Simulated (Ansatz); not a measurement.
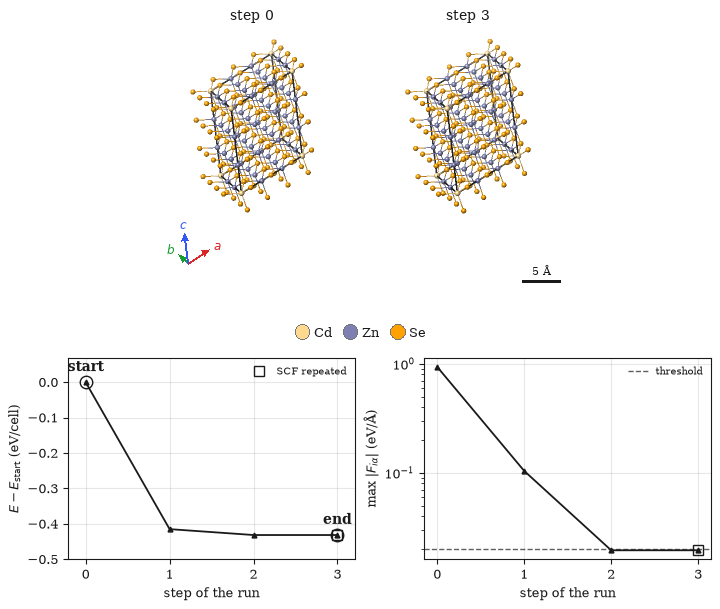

First and last geometry of a relaxation of a defect cell of composition Zn26CdSe27, with the history of the run. Style: ball-and-stick. Shown: the cell of the calculation, slightly off an axis.

These are results of DFT, PBE, plane-wave PAW, default files, scalar-relativistic, frozen cores (Ansatz), not measurements. (plane-wave cutoff 420 eV; k-point mesh 3 × 3 × 3; occupations fermi dirac; smearing width 0.01 eV; no spin polarisation; potentials kind: paw, frozen_core: stored; atoms relaxed in a fixed cell; force threshold 0.02 eV/Å; at most 50 steps)

> Read the history and describe the run.

It converged. The energy falls by 0.431 eV per cell of the calculation in 2 accepted moves (3 points after the start). Largest force component: 0.94 eV/Å at the start, 0.019 eV/Å at the end. 1 step only repeated the SCF at the same geometry. The largest moves, 0.14 Å, are those of Se atoms. By element the largest moves are Se 0.14 Å, Zn 0.03 Å. Cd stays in place. The lattice vectors keep their values. Some distances before and after: Cd–Se 2.454 → 2.594 Å, Se–Zn 2.454 → 2.439 Å. Bond angles that change, for instance: Se–Zn–Se 109.5° → 105.9°, Cd–Se–Zn 109.5° → 106.6°, Zn–Se–Zn 109.5° → 112.2°.
